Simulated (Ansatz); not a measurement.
## Geometry relaxation, with input and output: C$_{2}$H$_{5}$AlO$_{2}$ (part 2 of 3)

Continued. System: C$_{2}$H$_{5}$AlO$_{2}$, SMILES [CH3][AlH][O]C=O. Method: RKS PBE-D4/def2-SVP (Ansatz 0.2.0). The geometry: force-field start.

Geometry of the input (Å):
```
C  -1.5445  -0.1818  0.4022
Al 0.2230  -0.7815  0.8857
O  1.7002  -0.1839  -0.0631
C  1.7766  0.7219  -1.1220
O  0.6194  1.1888  -1.5543
H  -1.8101  -0.4021  -0.6620
H  -1.6101  0.9688  0.4993
H  -2.3056  -0.5856  1.0539
H  0.4023  -1.7917  2.1366
H  2.6320  0.9961  -1.5733
```

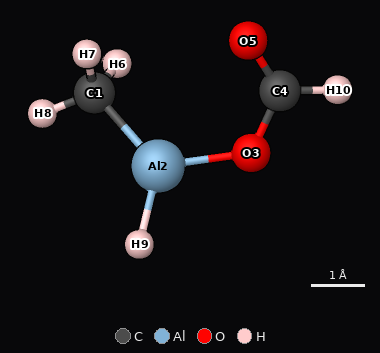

Fig. 1: The geometry at step 14 of the log (ball-and-stick view, seen at a tilt; atoms are numbered from 1 in the order of the input).

## Trajectory as extended XYZ, continued
```
10
Properties=species:S:1:pos:R:3:forces:R:3 step=4 energy=-12830.48995
C    -1.5868   -0.1505    0.3906   -0.0730   0.0082   0.0327
Al    0.2054   -0.7329    0.8503    0.2187  -0.0727   0.0612
O     1.6799   -0.1901   -0.0241    0.0423   0.2459  -0.2743
C     1.6572    0.6730   -1.0529   -0.4179   0.4226  -0.6320
O     0.6532    1.2062   -1.5124    0.5268  -0.3588   0.4094
H    -1.8164   -0.3742   -0.6714   -0.0062  -0.0271  -0.0116
H    -1.6403    0.9548    0.4755   -0.0251   0.0336   0.0108
H    -2.3661   -0.6011    1.0401    0.0168   0.0214  -0.0476
H     0.6243   -1.7272    2.0333    0.0040   0.0789  -0.1035
H     2.6728    0.8911   -1.5260   -0.2865  -0.3521   0.5550
10
Properties=species:S:1:pos:R:3:forces:R:3 step=5 energy=-12830.52036
C    -1.6011   -0.1525    0.4069   -0.0380  -0.0317  -0.0014
Al    0.2044   -0.7283    0.8469   -0.1300  -0.0044   0.0997
O     1.6307   -0.1809   -0.0553    0.0569   0.0335  -0.0640
C     1.6609    0.6789   -1.0787   -0.0104   0.2089  -0.2334
O     0.7118    1.2529   -1.5750   -0.0840  -0.1233   0.1589
H    -1.8272   -0.3717   -0.6581    0.0013   0.0095   0.0030
H    -1.6940    0.9486    0.5146    0.0288   0.0196  -0.0116
H    -2.3733   -0.6308    1.0423   -0.0104  -0.0162  -0.0007
H     0.6681   -1.6992    2.0153    0.0004  -0.0356   0.0222
H     2.7031    0.8321   -1.4559    0.1856  -0.0602   0.0274
10
Properties=species:S:1:pos:R:3:forces:R:3 step=6 energy=-12830.52309
C    -1.5932   -0.1533    0.3947   -0.0089  -0.0175   0.0321
Al    0.2090   -0.7138    0.8733   -0.0334  -0.0326  -0.0524
O     1.6355   -0.1978   -0.0603   -0.0042   0.1025  -0.0832
C     1.6452    0.6692   -1.0844    0.1070  -0.0518   0.0386
O     0.6867    1.2595   -1.5352   -0.1461   0.0225   0.0241
H    -1.7866   -0.3067   -0.6871    0.0422  -0.0142  -0.0092
H    -1.6979    0.9399    0.5626   -0.0085   0.0085   0.0128
H    -2.3768   -0.6764    0.9775   -0.0350   0.0071   0.0248
H     0.6805   -1.6689    2.0544   -0.0215   0.0041   0.0245
H     2.6808    0.7974   -1.4925    0.1085  -0.0287  -0.0122
10
Properties=species:S:1:pos:R:3:forces:R:3 step=7 energy=-12830.52641
C    -1.6042   -0.1653    0.3941    0.0148   0.0103   0.0058
Al    0.2094   -0.7032    0.8671   -0.0048   0.0124  -0.0635
O     1.6391   -0.2238   -0.0934   -0.0632  -0.0218   0.0668
C     1.6610    0.6758   -1.0841    0.0467   0.0094  -0.0275
O     0.7212    1.3450   -1.4607   -0.0821   0.0350   0.0136
H    -1.7920   -0.3376   -0.6870    0.0064  -0.0031   0.0238
H    -1.7247    0.9294    0.5477    0.0125  -0.0269  -0.0029
H    -2.3822   -0.6895    0.9862    0.0137   0.0042  -0.0147
H     0.6720   -1.6320    2.0730    0.0053   0.0076   0.0094
H     2.6836    0.7503   -1.5398    0.0507  -0.0271  -0.0108
10
Properties=species:S:1:pos:R:3:forces:R:3 step=8 energy=-12830.50533 accepted=F
C    -1.6177   -0.1836    0.3874    0.1373   0.0009  -0.0295
Al    0.2094   -0.6872    0.8625    0.0284   0.0651  -0.0577
O     1.6410   -0.2714   -0.1427   -0.2142   0.1381  -0.0378
C     1.6779    0.6842   -1.0818   -0.8567   0.7777  -0.2861
O     0.7673    1.4838   -1.3311    1.3031  -1.0937   0.3462
H    -1.7916   -0.3712   -0.6926   -0.0417  -0.0057  -0.0066
H    -1.7609    0.9081    0.5302    0.0262   0.0212  -0.0016
H    -2.3871   -0.7155    0.9811    0.0008  -0.0414  -0.0033
H     0.6675   -1.5647    2.1119    0.0237   0.0269  -0.0337
H     2.6774    0.6664   -1.6220   -0.4068   0.1110   0.1101
10
Properties=species:S:1:pos:R:3:forces:R:3 step=9 energy=-12830.52909
C    -1.6062   -0.1766    0.3872    0.0054   0.0063  -0.0091
Al    0.2080   -0.7009    0.8619   -0.0049   0.0084  -0.0042
O     1.6324   -0.2432   -0.1124   -0.0170   0.0122  -0.0076
C     1.6639    0.6824   -1.0801   -0.0682   0.0361  -0.0068
O     0.7434    1.4123   -1.3934    0.1026  -0.0561   0.0341
H    -1.7979   -0.3629   -0.6905   -0.0062   0.0001   0.0081
H    -1.7227    0.9196    0.5282    0.0012  -0.0074  -0.0052
H    -2.3826   -0.6926    0.9881    0.0120  -0.0017  -0.0121
H     0.6721   -1.5997    2.0892    0.0109  -0.0025   0.0100
H     2.6729    0.7106   -1.5753   -0.0356   0.0046  -0.0073
10
Properties=species:S:1:pos:R:3:forces:R:3 step=10 energy=-12830.53011
C    -1.6064   -0.1851    0.3792   -0.0105   0.0135  -0.0114
Al    0.2076   -0.6945    0.8652    0.0055  -0.0062   0.0106
O     1.6250   -0.2621   -0.1292   -0.0011   0.0682  -0.0676
C     1.6643    0.6873   -1.0745   -0.2511   0.1721  -0.0492
O     0.7674    1.4762   -1.3245    0.3937  -0.2904   0.0935
H    -1.7975   -0.3842   -0.6964   -0.0022  -0.0015   0.0076
H    -1.7256    0.9124    0.5080   -0.0043  -0.0107  -0.0035
H    -2.3816   -0.6977    0.9844    0.0084   0.0013  -0.0114
H     0.6766   -1.5734    2.1062    0.0037   0.0078   0.0043
H     2.6535    0.6701   -1.6154   -0.1422   0.0460   0.0269
10
Properties=species:S:1:pos:R:3:forces:R:3 step=11 energy=-12830.53756
C    -1.6056   -0.1949    0.3631    0.0291   0.0031  -0.0077
Al    0.2128   -0.6815    0.8658   -0.0459   0.0024   0.0244
O     1.6227   -0.3019   -0.1608   -0.0600  -0.0334   0.0368
C     1.6598    0.6842   -1.0610    0.0397   0.0771  -0.0891
O     0.8165    1.5495   -1.2033    0.0776  -0.0862   0.0504
H    -1.7910   -0.4009   -0.7118   -0.0008  -0.0053  -0.0041
H    -1.7361    0.9013    0.4883   -0.0067  -0.0026   0.0007
H    -2.3779   -0.7132    0.9662    0.0003  -0.0045  -0.0026
H     0.6848   -1.5148    2.1347    0.0032  -0.0028   0.0257
H     2.5971    0.6213   -1.6783   -0.0365   0.0523  -0.0345
10
Properties=species:S:1:pos:R:3:forces:R:3 step=12 energy=-12830.54184
C    -1.5996   -0.1987    0.3446    0.0083  -0.0239  -0.0047
Al    0.2164   -0.6652    0.8762    0.0423   0.0265  -0.0027
O     1.6286   -0.3443   -0.1785    0.0254   0.0603  -0.0517
C     1.6632    0.6757   -1.0415   -0.1411  -0.0278  -0.2537
O     0.8558    1.5875   -1.0813    0.1446  -0.0556   0.0987
H    -1.7663   -0.3906   -0.7360    0.0118  -0.0058   0.0020
H    -1.7533    0.8922    0.4873   -0.0001   0.0016   0.0075
H    -2.3729   -0.7403    0.9264    0.0041   0.0012  -0.0044
H     0.6890   -1.4566    2.1750   -0.0217   0.0198   0.0010
H     2.5224    0.5893   -1.7691   -0.0737   0.0037   0.2079
10
Properties=species:S:1:pos:R:3:forces:R:3 step=13 energy=-12830.48328 accepted=F
C    -1.5967   -0.2088    0.3302   -0.0126  -0.0080   0.0104
Al    0.2210   -0.6343    0.8912    0.0666   0.0253  -0.0918
O     1.6049   -0.4153   -0.2411   -0.2222   0.1497  -0.4733
C     1.6315    0.6338   -1.0708   -0.2751   1.9549   0.8303
O     0.9409    1.6660   -0.9212    0.9989  -2.0346  -0.4156
H    -1.7412   -0.3985   -0.7546    0.0219  -0.0032   0.0212
H    -1.7798    0.8771    0.4802   -0.0101  -0.0195   0.0055
H    -2.3674   -0.7733    0.8952    0.0219   0.0200  -0.0135
H     0.6926   -1.3745    2.2247   -0.0061   0.0767  -0.0387
H     2.4775    0.5768   -1.8308   -0.5833  -0.1613   0.1656
10
Properties=species:S:1:pos:R:3:forces:R:3 step=14 energy=-12830.55110
C    -1.6009   -0.2070    0.3395    0.0044  -0.0091  -0.0059
Al    0.2180   -0.6553    0.8737    0.0178   0.0177  -0.0215
O     1.6083   -0.3814   -0.2245   -0.0094   0.0494  -0.0487
C     1.6618    0.6726   -1.0434   -0.1071   0.0887  -0.0739
O     0.9052    1.6290   -1.0065    0.1516  -0.1753   0.0629
H    -1.7663   -0.4147   -0.7384    0.0057   0.0005   0.0010
H    -1.7606    0.8845    0.4710   -0.0065  -0.0016  -0.0004
H    -2.3708   -0.7457    0.9281    0.0021  -0.0016  -0.0016
H     0.6875   -1.4149    2.1925    0.0025   0.0293  -0.0026
H     2.5010    0.5819   -1.7888   -0.0611   0.0019   0.0906
10
Properties=species:S:1:pos:R:3:forces:R:3 step=15 energy=-12830.56039
C    -1.6033   -0.2122    0.3307    0.0019  -0.0124  -0.0112
Al    0.2194   -0.6434    0.8648    0.0296   0.0454  -0.0143
O     1.5933   -0.4318   -0.2737   -0.0363   0.1146  -0.0926
C     1.6608    0.6619   -1.0378   -0.1242   0.1038   0.0666
O     0.9448    1.6458   -0.9162    0.2096  -0.3092   0.0275
H    -1.7631   -0.4178   -0.7484   -0.0043   0.0011   0.0028
H    -1.7750    0.8770    0.4680   -0.0020  -0.0073   0.0001
H    -2.3693   -0.7602    0.9158    0.0012  -0.0039  -0.0050
H     0.7014   -1.3491    2.2101   -0.0044   0.0328  -0.0113
H     2.4742    0.5788   -1.8102   -0.0710   0.0351   0.0374
10
Properties=species:S:1:pos:R:3:forces:R:3 step=16 energy=-12830.57301
C    -1.6076   -0.2200    0.3179    0.0020  -0.0056  -0.0153
Al    0.2228   -0.6178    0.8522    0.0569   0.0781  -0.0199
O     1.5714   -0.5015   -0.3433   -0.0915   0.3919  -0.2178
C     1.6622    0.6453   -1.0281   -0.2927   0.2892   0.3596
O     1.0084    1.6619   -0.7837    0.4737  -0.8954  -0.0958
H    -1.7629   -0.4235   -0.7621   -0.0099  -0.0017   0.0027
H    -1.7985    0.8653    0.4628   -0.0047  -0.0143   0.0029
H    -2.3650   -0.7831    0.9004    0.0060  -0.0021  -0.0084
H     0.7182   -1.2548    2.2302   -0.0098   0.0595  -0.0403
H     2.4342    0.5772   -1.8433   -0.1300   0.1005   0.0324
10
Properties=species:S:1:pos:R:3:forces:R:3 step=17 energy=-12830.58835
C    -1.6153   -0.2300    0.3008   -0.0056  -0.0190  -0.0233
Al    0.2242   -0.5925    0.8315    0.1550   0.2104   0.0295
O     1.5391   -0.5741   -0.4260   -0.2025   0.6600  -0.2772
C     1.6620    0.6239   -1.0108   -0.1979   0.5708   0.5941
O     1.1021    1.6658   -0.6141    0.6162  -1.6717  -0.4022
H    -1.7709   -0.4358   -0.7787   -0.0168  -0.0091   0.0053
H    -1.8280    0.8514    0.4497    0.0059  -0.0340   0.0142
H    -2.3603   -0.8083    0.8854    0.0115   0.0110  -0.0203
H     0.7476   -1.1322    2.2485   -0.0427   0.0798  -0.1275
H     2.3827    0.5808   -1.8833   -0.3230   0.2018   0.2074
10
Properties=species:S:1:pos:R:3:forces:R:3 step=18 energy=-12830.71512
C    -1.6216   -0.2299    0.2815   -0.0248  -0.0350   0.0109
Al    0.2380   -0.5264    0.7903    0.0910   0.4134   0.0430
O     1.4970   -0.6684   -0.5393   -0.0403   0.6653  -0.2061
C     1.6727    0.5737   -0.9731   -0.0336   0.1908   0.1272
O     1.1486    1.5775   -0.4408    0.3586  -1.4869  -0.2014
H    -1.7939   -0.4327   -0.7962   -0.0097  -0.0046   0.0170
H    -1.8690    0.8418    0.4515    0.0067  -0.0584   0.0048
H    -2.3361   -0.8380    0.8759    0.0181   0.0246  -0.0419
H     0.7891   -0.9731    2.2318   -0.0281   0.1054  -0.1628
H     2.3582    0.6246   -1.8786   -0.3380   0.1852   0.4092
10
Properties=species:S:1:pos:R:3:forces:R:3 step=19 energy=-12830.90976
C    -1.6277   -0.2279    0.2671   -0.0347  -0.0195   0.0271
Al    0.2511   -0.4499    0.7539    0.0677   0.6219   0.0608
O     1.4433   -0.7344   -0.6412    0.1086   0.4950  -0.1490
C     1.6821    0.5225   -0.9371    0.1026  -0.1753  -0.3865
O     1.1972    1.4718   -0.2781   -0.0065  -1.0982   0.1228
H    -1.8108   -0.4457   -0.8057    0.0022  -0.0090   0.0082
H    -1.9133    0.8351    0.4339    0.0058  -0.0607   0.0080
H    -2.3167   -0.8546    0.8724    0.0266   0.0225  -0.0360
H     0.8442   -0.8366    2.1937   -0.0181   0.0845  -0.1499
H     2.3337    0.6686   -1.8560   -0.2542   0.1388   0.4945
10
Properties=species:S:1:pos:R:3:forces:R:3 step=20 energy=-12831.04076
C    -1.6418   -0.2279    0.2589   -0.0427  -0.0693   0.0331
Al    0.2502   -0.4122    0.7092    0.2236   0.7939   0.2265
O     1.3987   -0.7856   -0.7400   -0.2314   0.5165  -0.2725
C     1.6477    0.4781   -0.9412    1.1654  -0.0878   0.1766
O     1.2205    1.3646   -0.1465   -0.4099  -1.1054  -0.3245
H    -1.8417   -0.4549   -0.8089   -0.0105  -0.0137   0.0092
H    -1.9441    0.8297    0.4290    0.0162  -0.0524   0.0125
H    -2.3076   -0.8642    0.8800    0.0128   0.0220  -0.0493
H     0.9180   -0.6902    2.1421   -0.0819  -0.0657  -0.1620
H     2.3833    0.7116   -1.7797   -0.6416   0.0618   0.3504
10
Properties=species:S:1:pos:R:3:forces:R:3 step=21 energy=-12831.02086 accepted=F
C    -1.6555   -0.2208    0.2537    0.0152  -0.0540   0.0414
Al    0.2588   -0.2928    0.6629   -0.4540  -0.3490   0.6067
O     1.3243   -0.8474   -0.8860    0.9429   1.9558   0.6972
C     1.7453    0.4016   -0.8578   -1.4931  -0.5793  -1.2465
O     1.1886    1.2212   -0.0256    1.1525  -0.5971  -0.8388
H    -1.8697   -0.4738   -0.8062    0.0111   0.0076   0.0241
H    -1.9971    0.8244    0.4174   -0.0525  -0.0018   0.0000
H    -2.2838   -0.8750    0.8949    0.0436   0.0234  -0.0337
H     0.9848   -0.5608    2.0730   -0.1416  -0.1974  -0.1526
H     2.3875    0.7724   -1.7233   -0.0241  -0.2082   0.9020
10
Properties=species:S:1:pos:R:3:forces:R:3 step=22 energy=-12831.19449
C    -1.6455   -0.2212    0.2631    0.0103  -0.0025   0.0271
Al    0.2566   -0.3198    0.7076    0.0977   0.3028   0.0446
O     1.3840   -0.7967   -0.7849    0.0099   0.1285  -0.0687
C     1.6846    0.4479   -0.9262    0.4604  -0.4897  -0.4423
O     1.1988    1.2958   -0.1283   -0.2959  -0.0102   0.3075
H    -1.8424   -0.4618   -0.8026    0.0136   0.0045   0.0119
H    -1.9751    0.8278    0.4270   -0.0609  -0.0050  -0.0040
H    -2.2944   -0.8708    0.8867    0.0339   0.0063  -0.0124
H     0.9257   -0.6863    2.1156   -0.0373   0.0103  -0.1097
H     2.3909    0.7340   -1.7551   -0.2316   0.0550   0.2459
10
Properties=species:S:1:pos:R:3:forces:R:3 step=23 energy=-12831.22334
C    -1.6470   -0.1988    0.2736   -0.0737   0.0737   0.0346
Al    0.2592   -0.2670    0.7110   -0.0635   0.1454  -0.0188
O     1.3835   -0.8183   -0.7984   -0.0209   0.0244  -0.0001
C     1.6961    0.4153   -0.9331    0.1089  -0.1518  -0.1135
O     1.1944    1.2648   -0.1283    0.0022   0.0229   0.0326
H    -1.8028   -0.4103   -0.8061   -0.0559  -0.0177   0.0386
H    -2.0656    0.8178    0.4683    0.0968  -0.1354  -0.0154
H    -2.2593   -0.9157    0.8632    0.0472   0.0175  -0.0847
H     0.9251   -0.6627    2.0989    0.0383  -0.0204   0.0285
H     2.3996    0.7239   -1.7462   -0.0793   0.0415   0.0982
10
Properties=species:S:1:pos:R:3:forces:R:3 step=24 energy=-12831.21967 accepted=F
C    -1.6472   -0.1908    0.2691   -0.2105  -0.1565  -0.0172
Al    0.2367   -0.2183    0.7374    0.3229   0.1144  -0.2630
O     1.3254   -0.8278   -0.7915   -0.0184  -0.0765   0.0381
C     1.6943    0.3852   -0.9270    0.0060   0.0834  -0.0114
O     1.2334    1.2644   -0.1246   -0.0831  -0.0745   0.0272
H    -1.7935   -0.3300   -0.8227    0.0510   0.0188  -0.0043
H    -2.1228    0.7702    0.5387   -0.0586   0.1617   0.0548
H    -2.2321   -0.9857    0.7769    0.0141  -0.0185   0.0234
H     0.9836   -0.5927    2.0819   -0.0446  -0.0533   0.1604
H     2.4055    0.6745   -1.7351    0.0212   0.0010  -0.0080
```
